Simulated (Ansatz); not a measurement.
## C(111) slab, H on both faces (192 atoms): geometry optimisation

Aim: bring C(111) slab, H on both faces (192 atoms) to a nearby minimum of the energy and see what moves.

Calculated with Ansatz 0.2.0; Kohn-Sham DFT, PBE+D4, PAW (set soft_2), plane waves.

### 1. The starting structure

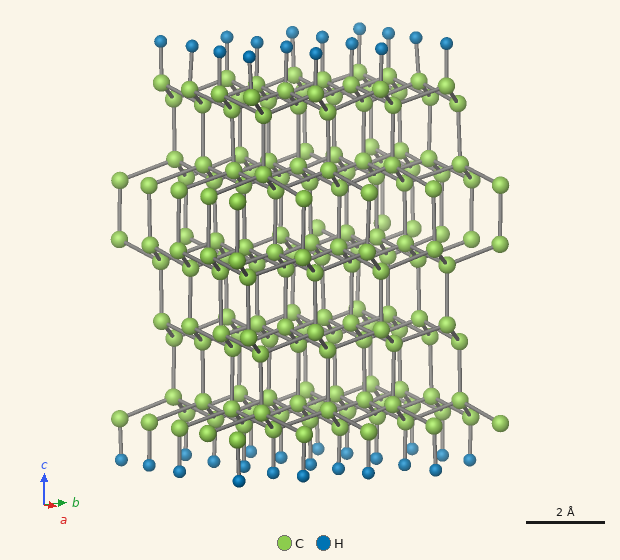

The starting structure, seen from the side, with the c axis up (carbon green, hydrogen blue). Some periodic images of atoms are drawn too.

The cell holds 192 atoms: 160 C and 32 H. Its edges and angles: a = 10.089 Å, b = 10.089 Å, c = 22.932 Å, α = 90.0°, β = 90.0°, γ = 120.0°. It derives from C (diamond-structure). Diamond-structure C (a = 3.567 Å), (111) slab of 10 atomic planes, 4 x 4 surface cells, H on the broken bonds of both faces, 12 Å of vacuum; displaced by a Gaussian of 0.02 Å. Regions: slab, 160 atoms (160 C); hydrogen, 32 atoms (32 H). Vacuum lies along c.

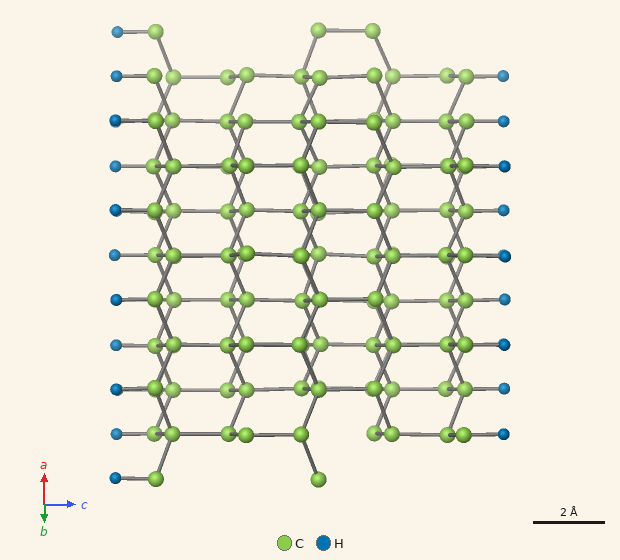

A slice 6 Å thick through the middle of the cell.

Before any run, some limits are plain. Sampling is at Γ alone, for a cell whose shortest periodic width is 9 Å.

### 2. Single point at the start

A single point comes first, to see the forces before anything moves.

Input file input.yaml:

```yaml
crystal:
  lattice:
    - [10.089, 0.0, 0.0]
    - [-5.0445, 8.73733, 0.0]
    - [0.0, 0.0, 22.93249]
  atoms:
    - { symbol: C, position: [0.33221, 0.91715, 0.33254] }
    - { symbol: C, position: [0.25004, 0.00018, 0.31052] }
    - { symbol: C, position: [0.16243, 0.82963, 0.42126] }
    - { symbol: C, position: [0.33217, 0.91389, 0.40022] }
    [... 182 atom lines left out ...]
    - { symbol: H, position: [0.74785, 0.24833, 0.2608] }
    - { symbol: H, position: [0.66892, 0.0805, 0.73797] }
    - { symbol: H, position: [0.99957, 0.4975, 0.26203] }
    - { symbol: H, position: [0.91849, 0.33457, 0.73731] }
    - { symbol: H, position: [0.99922, 0.24993, 0.26317] }
    - { symbol: H, position: [0.91559, 0.08214, 0.73809] }
kpoints:
  mp_grid: { grid: [1, 1, 1] }
hamiltonian:
  xc: pbe
  dispersion: d4
scf:
  occupations: { method: gaussian, width: 0.05 }
output:
  forces: true
  populations: intrinsic
  dos:
    method: { smearing: { sigma: 0.08 } }
    de: 0.1
    projected:
      site_lists:
        C: [C]
        H: [H]
        hydrogen: [160, 161, 162, 163, 164, 165, 166, 167, 168, 169, 170, 171, 172, 173, 174, 175, 176, 177, 178, 179, 180, 181, 182, 183, 184, 185, 186, 187, 188, 189, 190, 191]
  eigenvalues: true
```

Launch:

```
$ ansatz run input.yaml --threads 4 --pin off --max-ram 8192MiB --backend cpu --events-out ev --progress --plain --runs-dir out
```

The job ended after 49 s (4 threads of Arm Neoverse V2, shared host; peak memory 2.9 GiB).

The run gave:

```
free energy                                      : -40668.8976 eV
free energy per atom                             : -211.8172 eV/atom
SCF cycles                                       : 8
r.m.s. force component                           : 0.9904 eV/Å
longest force                                    : 4.565 eV/Å
Fermi energy                                     : 5.585 eV
gap (highest filled to lowest empty level) : 2.573 eV
```

The r.m.s. force component of 0.99 eV/Å sets the starting point.

Length of the force by element:

```csv
element,coordination,atoms,mean length of the force (eV/Å),spread,least,most
C,all,160,1.69,0.704,0.194,4.57
H,all,32,0.750,0.556,0.0817,2.10
```

### 3. Relaxation

With the cell held, the atoms are moved downhill towards a nearby minimum.

input.yaml, the sections that differ from step 2:

```yaml
output:
  forces: true
relax:
  f_tol: 0.05
  max_steps: 200
# crystal, kpoints, hamiltonian, scf: as in step 2
```

It took 83 s on 4 threads; peak memory 2.8 GiB.

Relaxation path:

```csv
step,energy less that of the first step (eV),largest force component (eV/Å)
1,0.0000,4.0722
2,-4.2255,1.0711
3,-4.9962,0.0242
4,-4.9962,0.0246
```

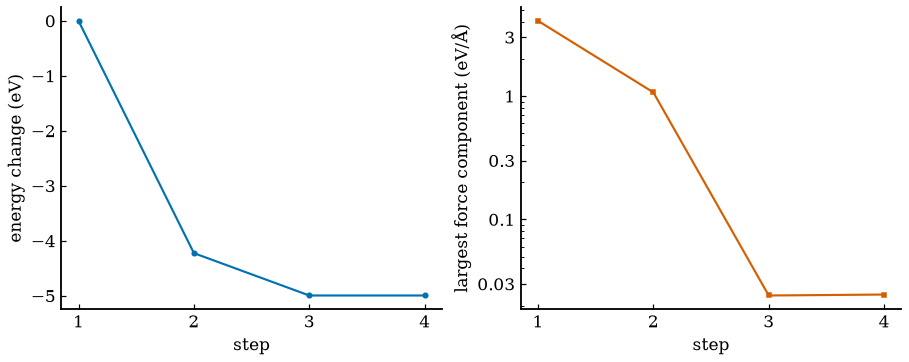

Energy and largest force along the relaxation.

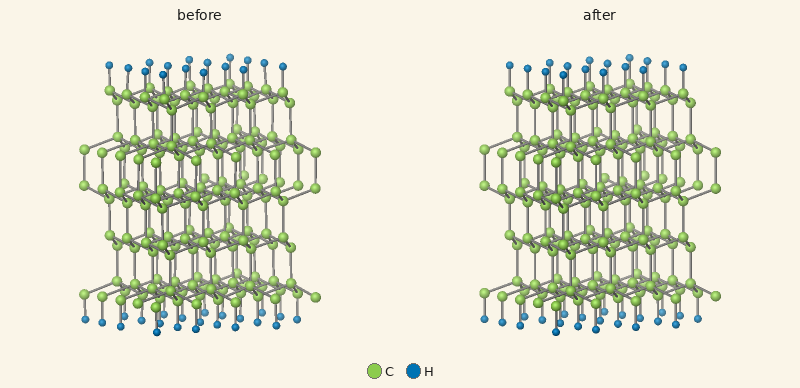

Before and after, at one scale.

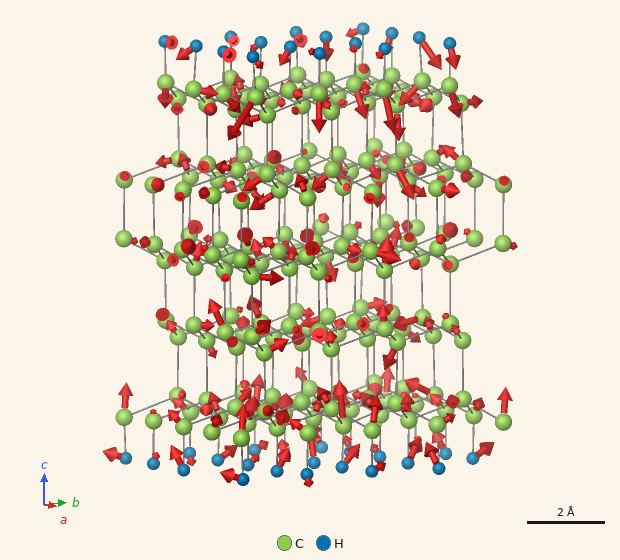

Displacements in the relaxation, exaggerated; the longest in the cell stands for 0.10 Å. Some periodic images of atoms are drawn too.

The atoms that moved most (Å):

```csv
atom,dx,dy,dz,length
C159,-0.058,-0.032,-0.079,0.103
C112,0.011,-0.011,0.079,0.080
C105,0.067,-0.030,0.031,0.080
C129,0.005,0.015,-0.073,0.075
H172,0.035,0.030,-0.054,0.071
C87,0.035,0.021,-0.056,0.070
C53,-0.056,-0.034,-0.017,0.068
C21,0.020,-0.058,0.026,0.067
```

The relaxation changed the energy by -26.0 meV/atom, and atoms moved by 0.039 Å r.m.s., 0.10 Å at most.

### 4. Local order after relaxation

Bonds before and after, by the cutoffs listed below:

```csv
pair,bonds before,bonds after,mean before (Å),mean after (Å),spread before (Å),spread after (Å)
C-C,304,304,1.545,1.540,0.027,0.005
C-H,32,32,1.096,1.109,0.028,0.000
```

Normalised to the volume that the atoms fill. Pair distribution functions g(r), in bins of 0.2 Å:

```csv
r (Å),total,C-C,C-H,H-H
1.10,0.62,0.00,2.23,0.00
1.30,0.00,0.00,0.00,0.00
1.50,3.21,4.62,0.00,0.00
1.70,0.00,0.00,0.00,0.00
1.90,0.00,0.00,0.00,0.00
2.10,0.50,0.00,1.79,0.00
2.30,0.00,0.00,0.00,0.00
2.50,3.71,4.81,0.00,13.30
2.70,0.61,0.00,2.20,0.00
2.90,2.28,3.29,0.00,0.00
3.10,0.00,0.00,0.00,0.00
3.30,0.21,0.00,0.77,0.00
3.50,0.93,1.06,0.70,0.00
3.70,0.00,0.00,0.00,0.00
3.90,1.49,1.92,0.55,0.00
4.10,0.27,0.00,0.97,0.00
4.30,2.22,2.84,0.46,4.43
4.50,0.27,0.05,0.83,0.00
4.70,1.17,1.53,0.39,0.00
4.90,0.19,0.00,0.69,0.00
5.10,1.02,1.07,0.64,3.36
5.30,1.52,1.83,0.89,0.00
5.50,0.16,0.00,0.56,0.00
5.70,1.07,1.50,0.09,0.00
5.90,0.59,0.75,0.24,0.00
6.10,0.48,0.42,0.69,0.00
6.30,1.05,1.17,0.85,0.00
6.50,0.22,0.00,0.80,0.00
```

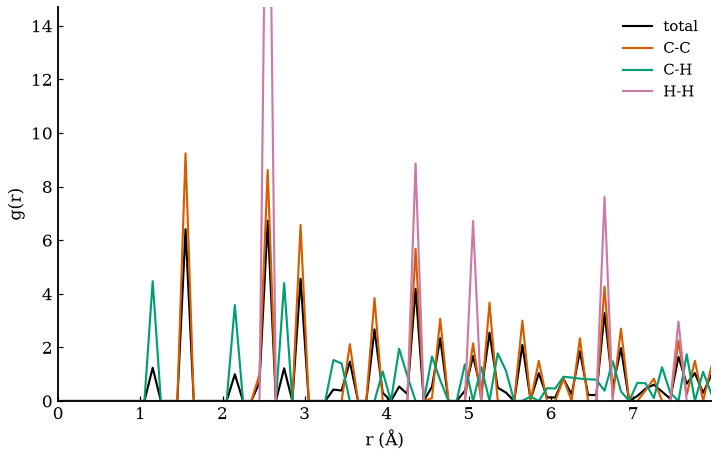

Pair distribution functions, with peaks cut at 14.

Bonds by pair of elements; cutoffs follow the first minimum of g(r), held within bounds set by covalent radii, and pairs that aren't listed don't count as bonded:

```csv
pair A-B,cutoff (Å),bonds,mean length (Å),spread (Å),shortest (Å),B about A,A about B
C-C,1.85,304,1.54,0.005,1.53,3.8,3.8
C-H,1.34,32,1.11,0,1.11,0.2,1
```

How many atoms have how many bonded neighbours:

```csv
element,mean,1,4
C,4,0,160
H,1,32,0
```

Bond angles (no mean is given where the spread exceeds 20°):

```csv
angle,count,mean (°),spread (°)
C-C-C,864,110,0.6
C-C-H,96,108,0
```

By these cutoffs all C atoms have 4 and all H atoms have 1 bonded neighbour. The C-C-C angle averages 110° with a spread of 0.6°.

### 5. Single point at the relaxed geometry

The electronic structure is read at the final geometry, in a run of its own.

Input file input.yaml:

```yaml
crystal:
  lattice:
    - [10.089, 0.0, 0.0]
    - [-5.0445, 8.73733, 0.0]
    - [0.0, 0.0, 22.93249]
  atoms:
    - { symbol: C, position: [0.33361, 0.91669, 0.33194] }
    - { symbol: C, position: [0.25026, 3.0e-05, 0.31087] }
    - { symbol: C, position: [0.16696, 0.8334, 0.42168] }
    - { symbol: C, position: [0.33363, 0.91671, 0.39943] }
    [... 182 atom lines left out ...]
    - { symbol: H, position: [0.75021, 0.25012, 0.26248] }
    - { symbol: H, position: [0.66723, 0.08368, 0.73745] }
    - { symbol: H, position: [0.00024, 0.49998, 0.26248] }
    - { symbol: H, position: [0.91719, 0.33347, 0.73741] }
    - { symbol: H, position: [0.00028, 0.24991, 0.26251] }
    - { symbol: H, position: [0.91681, 0.0833, 0.73746] }
kpoints:
  mp_grid: { grid: [1, 1, 1] }
hamiltonian:
  xc: pbe
  dispersion: d4
scf:
  occupations: { method: gaussian, width: 0.05 }
output:
  forces: true
  populations: true
  dos:
    method: { smearing: { sigma: 0.15 } }
    de: 0.1
    projected:
      site_lists:
        C: [C]
        H: [H]
        hydrogen: [160, 161, 162, 163, 164, 165, 166, 167, 168, 169, 170, 171, 172, 173, 174, 175, 176, 177, 178, 179, 180, 181, 182, 183, 184, 185, 186, 187, 188, 189, 190, 191]
  eigenvalues: true
  write_density: true
  write_potential: true
  volumetric_format: npy
```

The job ended after 51 s (4 threads; peak memory 2.9 GiB).

The program notes that the exchange-correlation potential is rough where the density is thin.

The run gave:

```yaml
free_energy: -40673.8937 eV
free_energy_per_atom: -211.8432 eV/atom
scf_cycles: 8
r_m_s_force_component: 0.00751 eV/Å
longest_force: 0.02788 eV/Å
fermi_energy: 5.52 eV
spacing_of_highest_filled_and_lowest_empty_level: 2.792 eV
potential_in_mid_vacuum_over_the_fermi_level: 2.204 eV
potential_4p5_a_over_the_upper_face: 2.204 eV
potential_4p5_a_under_the_lower_face: 2.203 eV
spilling_of_the_projection: 0.004513
```

Löwdin charges by element (they lack the spilled electrons, 0.016 e an atom on average):

```csv
element,coordination,atoms,mean charge (e),spread,least,most
C,all,160,-0.0103,0.0605,-0.130,0.0389
H,all,32,0.146,1.0e-4,0.146,0.146
```

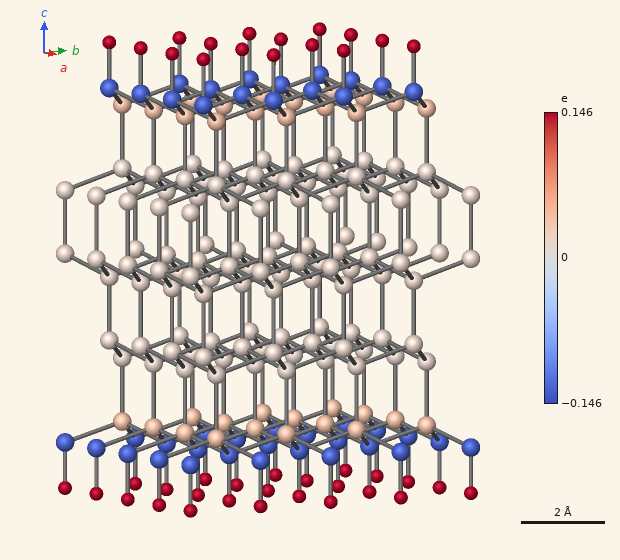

Atoms coloured by Löwdin charge. Some periodic images of atoms are drawn too.

By region:

```csv
region,atoms,mean length of the force (eV/Å)
slab,160,0.013
hydrogen,32,0.009
```

States in the cell by windows of 1 eV, zero at the Fermi level; the larger projections on atomic orbitals stand beside the total:

```csv
from (eV),to (eV),total,C p,C s,H s,hydrogen
-10,-9,37.4,31.9,4.0,1.3,1.3
-9,-8,60.9,50.2,6.5,3.9,3.9
-8,-7,62.3,54.4,5.4,2.3,2.3
-7,-6,56.4,47.6,4.2,4.4,4.4
-6,-5,66.1,61.3,1.5,3.1,3.1
-5,-4,53.0,48.8,0.8,3.2,3.2
-4,-3,33.0,32.2,0.2,0.5,0.5
-3,-2,19.2,18.3,0.2,0.6,0.6
-2,-1,5.8,5.7,0.0,0.0,0.0
-1,1,0.0,0.0,0.0,0.0,0.0
1,2,4.0,0.5,0.1,0.7,0.7
2,3,25.3,3.9,2.3,5.9,5.9
3,4,19.2,8.6,5.9,0.6,0.6
4,5,47.0,18.3,9.4,2.1,2.1
```

Between -23 and -10 eV lie 278 more states.

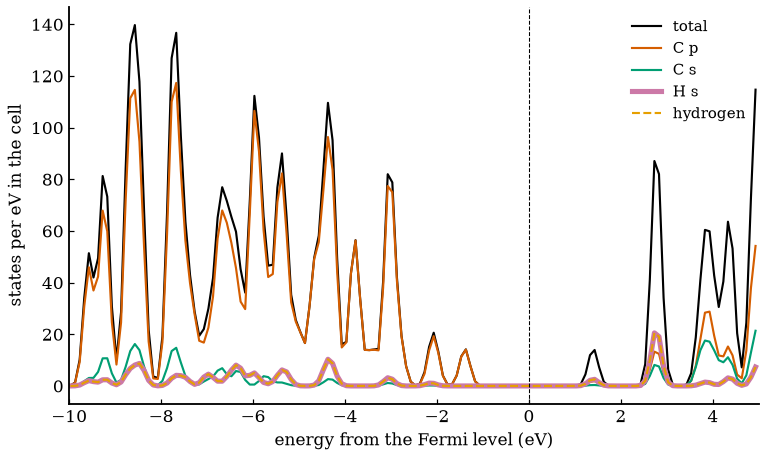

Total and projected density of states, with the broadening of the input.

The levels nearest the highest filled one (over half full), pooled over k-points and spins:

```csv
level less the highest filled one (eV),occupation
-1.41,2
-0.736,2
-0.660,2
-0.660,2
0,2
0,2
2.79,0
2.79,0
4.16,0
4.16,0
4.16,0
4.16,0
```

Planar average of the electrostatic potential energy along the normal, with the Fermi level as zero, after a running mean with a triangular window 4 Å wide at its base:

```csv
height (Å),potential energy (eV)
0.0,2.20
0.9,2.20
1.9,2.20
2.7,2.20
3.6,2.14
4.6,1.48
5.4,-1.01
6.4,-6.79
7.3,-11.06
8.2,-12.30
9.2,-12.39
10.0,-12.36
10.9,-12.37
11.9,-12.38
12.8,-12.36
13.6,-12.39
14.6,-12.32
15.5,-11.50
16.3,-7.59
17.3,-1.75
18.2,1.28
19.2,2.11
20.1,2.20
20.9,2.20
21.9,2.20
22.8,2.20
```

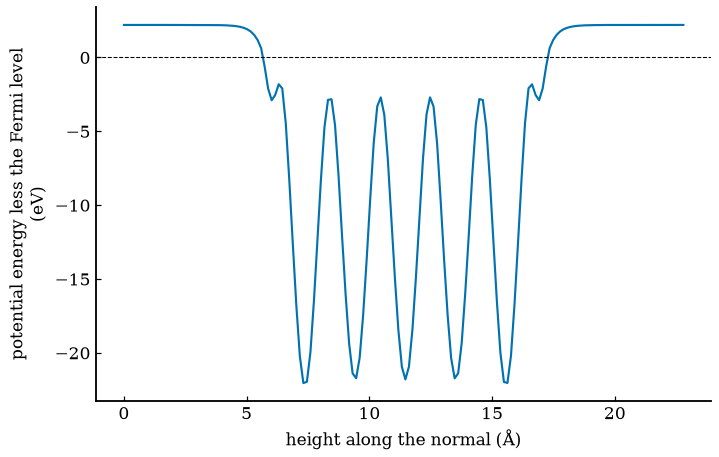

Planar average of the electrostatic potential energy; the dashed line is the Fermi level.

Mean Löwdin charges: C -0.01, H +0.15 e (they miss 0.45 % of the electrons, so they add up to more than the cell's charge). Charges this small depend on the projection, at times even in sign. The potential stands 3.60 eV above the highest filled level over the upper face and 3.60 eV under the lower one, a reading of the ionisation potential at this level on the run's k-points.

### 6. Summary of results

| Quantity | Value |
| --- | --- |
| energy change in the relaxation | -26.02 meV/atom |
| r.m.s. displacement | 0.039 Å |
| largest displacement | 0.103 Å |
| free energy per atom | -211.8432 eV/atom |
| r.m.s. force component | 0.00751 eV/Å |
| gap (highest filled to lowest empty level) | 2.792 eV |
| potential in mid-vacuum, over the Fermi level | 2.204 eV |
| wall time of the 3 DFT runs | 3.1 min |

**Reading.** Relaxation lowers the energy by 26.0 meV/atom and moves atoms by 0.039 Å r.m.s.; the r.m.s. force component goes from 0.99 to 0.0075 eV/Å, and the gap from 2.57 to 2.79 eV. By the final cutoffs no bond was broken or made. The r.m.s. move is of the size of the random displacements put into the start (0.035 Å r.m.s. in three dimensions). From the first step to the last the energy fell by 4.996 eV, and the largest move was 0.10 Å (C159). The C-H bonds change most in mean length: from 1.096 Å (spread 0.028) to 1.109 Å (spread 0.000). By these cutoffs all C atoms have 4 and all H atoms have 1 bonded neighbour. Between filled and empty levels lie 2.79 eV at Γ alone; the mesh holds the band edges only if they fold onto it, so the gap at this level can be narrower or closed, and states at the surface or the caps may set it. The potential stands 3.60 eV above the highest filled level over the upper face and 3.60 eV under the lower one, a reading of the ionisation potential at this level on the run's k-points.

[Logs are printed without paths, hosts, clocks, repeated set-up lines and the standing remarks that a program may print on its own settings, such as how far it seeks lower states.]

[Hosts, paths, dates, database ids (printed as entryN), source tags and the programs' standing remarks are cut or masked in the printed files.]
